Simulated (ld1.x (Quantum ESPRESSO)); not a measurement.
## Pseudopotential generation: I (part 2 of 2)

Continued. System: iodine (I, Z = 53), core [Kr] 4d10, reference valence 5s2 5p3 (an ion of charge +2), valence charge 7. Method: TM potential, PBE, fully relativistic, made with ld1.x (Quantum ESPRESSO) 7.5.

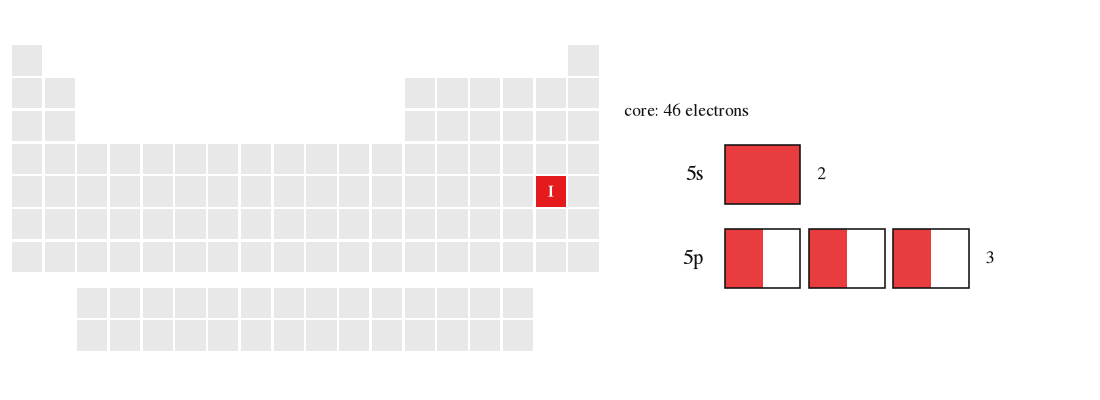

Left, the place of iodine in the periodic table; right, the valence shells of the reference configuration: a box for each of the 2l + 1 orbitals, shaded by the share of the shell that is filled, with the electron count at the right.

Output of the test run (extracts), continued:
```
     ---------------------- Testing the pseudopotential ----------------------

     I
     dirac relativistic calculation

     atomic number is 53.00   valence charge is  7.00
     dft =PBE   lsd =0 sic =0 latt =0  beta=0.20 tr2=1.0E-14
     mesh =1247 r(mesh) =  99.95380 xmin = -7.00 dx = 0.01250

     n l  j  nl             e AE (Ry)       e PS (Ry)    De AE-PS (Ry)
     1 0 0.5 5S   1( 2.00)       -3.41327       -3.40407       -0.00921  !
     2 1 0.5 5P   1( 0.67)       -2.59356       -2.58761       -0.00595  !
     2 1 1.5 5P   1( 1.33)       -2.48705       -2.48275       -0.00430

     eps = 3.7E-15  iter = 46

     Etot =  -14233.618388 Ry,   -7116.809194 Ha, -193658.243812 eV
     Etotps =   -18.432073 Ry,      -9.216036 Ha,    -250.781125 eV
     dEtot_ae =       2.158081 Ry
     dEtot_ps =       2.155611 Ry,   Delta E=       0.002469 Ry

     Ekin =       5.443864 Ry,       2.721932 Ha,      74.067539 eV
     Encl =     -33.881779 Ry,     -16.940890 Ha,    -460.985090 eV
     Ehrt =       7.304959 Ry,       3.652479 Ha,      99.389027 eV
     Ecxc =      -2.475102 Ry,      -1.237551 Ha,     -33.675475 eV
     Epseu=       5.175986 Ry,       2.587993 Ha,      70.422874 eV

     ---------------------- End of pseudopotential test ----------------------

     ---------------------- Testing the pseudopotential ----------------------

     I
     dirac relativistic calculation

     atomic number is 53.00   valence charge is  7.00
     dft =PBE   lsd =0 sic =0 latt =0  beta=0.20 tr2=1.0E-14
     mesh =1247 r(mesh) =  99.95380 xmin = -7.00 dx = 0.01250

     n l  j  nl             e AE (Ry)       e PS (Ry)    De AE-PS (Ry)
     1 0 0.5 5S   1( 1.00)       -1.33047       -1.33033       -0.00014
     2 1 0.5 5P   1( 2.00)       -0.61263       -0.61575        0.00312
     2 1 1.5 5P   1( 4.00)       -0.53620       -0.54030        0.00410

     eps = 8.9E-15  iter = 32

     Etot =  -14237.295179 Ry,   -7118.647589 Ha, -193708.269107 eV
     Etotps =   -22.113302 Ry,     -11.056651 Ha,    -300.866801 eV
     dEtot_ae =      -1.518711 Ry
     dEtot_ps =      -1.525618 Ry,   Delta E=       0.006907 Ry

     Ekin =       7.820575 Ry,       3.910288 Ha,     106.404348 eV
     Encl =     -49.182190 Ry,     -24.591095 Ha,    -669.157786 eV
     Ehrt =      18.643717 Ry,       9.321859 Ha,     253.660698 eV
     Ecxc =      -4.287082 Ry,      -2.143541 Ha,     -58.328716 eV
     Epseu=       4.891677 Ry,       2.445838 Ha,      66.554654 eV

     ---------------------- End of pseudopotential test ----------------------

     ---------------------- Testing the pseudopotential ----------------------

     I
     dirac relativistic calculation

     atomic number is 53.00   valence charge is  7.00
     dft =PBE   lsd =0 sic =0 latt =0  beta=0.20 tr2=1.0E-14
     mesh =1247 r(mesh) =  99.95380 xmin = -7.00 dx = 0.01250

     n l  j  nl             e AE (Ry)       e PS (Ry)    De AE-PS (Ry)
     1 0 0.5 5S   1( 2.00)       -4.22421       -4.20619       -0.01802  !
     2 1 0.5 5P   1( 0.33)       -3.36403       -3.35430       -0.00973  !
     2 1 1.5 5P   1( 0.67)       -3.24541       -3.24354       -0.00187

     eps = 9.4E-15  iter = 67

     Etot =  -14230.717737 Ry,   -7115.358869 Ha, -193618.778456 eV
     Etotps =   -15.537105 Ry,      -7.768552 Ha,    -211.393076 eV
     dEtot_ae =       5.058731 Ry
     dEtot_ps =       5.050580 Ry,   Delta E=       0.008151 Ry

     Ekin =       4.385356 Ry,       2.192678 Ha,      59.665807 eV
     Encl =     -27.190103 Ry,     -13.595052 Ha,    -369.940198 eV
     Ehrt =       4.364471 Ry,       2.182235 Ha,      59.381651 eV
     Ecxc =      -1.806649 Ry,      -0.903325 Ha,     -24.580713 eV
     Epseu=       4.709821 Ry,       2.354910 Ha,      64.080377 eV

     ---------------------- End of pseudopotential test ----------------------

     ---------------------- Testing the pseudopotential ----------------------

     I
     dirac relativistic calculation

     atomic number is 53.00   valence charge is  7.00
     dft =PBE   lsd =0 sic =0 latt =0  beta=0.20 tr2=1.0E-14
     mesh =1247 r(mesh) =  99.95380 xmin = -7.00 dx = 0.01250

     n l  j  nl             e AE (Ry)       e PS (Ry)    De AE-PS (Ry)
     1 0 0.5 5S   1( 1.00)       -1.98242       -1.97672       -0.00570  !
     2 1 0.5 5P   1( 1.67)       -1.23078       -1.23094        0.00016
     2 1 1.5 5P   1( 3.33)       -1.14433       -1.14595        0.00162

     eps = 3.6E-15  iter = 52

     Etot =  -14236.433668 Ry,   -7118.216834 Ha, -193696.547647 eV
     Etotps =   -21.249043 Ry,     -10.624521 Ha,    -289.107953 eV
     dEtot_ae =      -0.657199 Ry
     dEtot_ps =      -0.661359 Ry,   Delta E=       0.004159 Ry

     Ekin =       7.608005 Ry,       3.804002 Ha,     103.512176 eV
     Encl =     -44.637755 Ry,     -22.318877 Ha,    -607.327596 eV
     Ehrt =      14.481223 Ry,       7.240612 Ha,     197.027082 eV
     Ecxc =      -3.710076 Ry,      -1.855038 Ha,     -50.478157 eV
     Epseu=       5.009560 Ry,       2.504780 Ha,      68.158541 eV

     ---------------------- End of pseudopotential test ----------------------

     ---------------------- Testing the pseudopotential ----------------------

     I
     dirac relativistic calculation

     atomic number is 53.00   valence charge is  7.00
     dft =PBE   lsd =0 sic =0 latt =0  beta=0.20 tr2=1.0E-14
     mesh =1247 r(mesh) =  99.95380 xmin = -7.00 dx = 0.01250

     n l  j  nl             e AE (Ry)       e PS (Ry)    De AE-PS (Ry)
     1 0 0.5 5S   1( 2.00)       -1.09978       -1.10713        0.00735  !
     2 1 0.5 5P   1( 1.77)       -0.40322       -0.40788        0.00466
     2 1 1.5 5P   1( 3.53)       -0.33277       -0.33757        0.00480

     eps = 8.5E-15  iter = 40

     Etot =  -14238.188910 Ry,   -7119.094455 Ha, -193720.428931 eV
     Etotps =   -23.008103 Ry,     -11.504052 Ha,    -313.041195 eV
     dEtot_ae =      -2.412441 Ry
     dEtot_ps =      -2.420419 Ry,   Delta E=       0.007978 Ry

     Ekin =       7.096058 Ry,       3.548029 Ha,      96.546786 eV
     Encl =     -51.042631 Ry,     -25.521316 Ha,    -694.470374 eV
     Ehrt =      20.199639 Ry,      10.099819 Ha,     274.830084 eV
     Ecxc =      -4.498793 Ry,      -2.249396 Ha,     -61.209192 eV
     Epseu=       5.237624 Ry,       2.618812 Ha,      71.261501 eV

     ---------------------- End of pseudopotential test ----------------------
```

Key numbers:

- outcome: generated, with a ghost state
- cutoffs needed: 80 Ry and 180 Ry (the cutoffs, on a coarse ladder, from which the occupation-weighted sum of valence levels, in a spherical-Bessel basis at the reference potential, stays within 10 and 1 mRy of its value at 400 Ry); ghost states and empty shells don't enter this sum
- ghost test: ghost states below the valence levels: s at -110.2 eV, d at -32.5 eV (spherical-Bessel basis up to 400 Ry, 20 bohr box)
- largest excitation error: +111 meV (all-electron minus pseudo) for 5s2 5p1, out of 7 test configurations
- range over which the phases arctan(r u′/u) at the test radius agree within 0.05 rad (a looser test near the poles than one of phase shifts): s: up to about 4.3 Ry; p1/2: up to about -1.3 Ry; p3/2: up to about -1.4 Ry
- hardware: 1 CPU thread, shared host
- wall time: 2.4 s

Notes:

The potential has a bound ghost state, so it can't be used as it stands. The scattering phases part by more than π/2 and stay apart in p1/2 from about −0.6 Ry and p3/2 from about −1.0 Ry: a level there is either far displaced or one that only the pseudo-atom has.
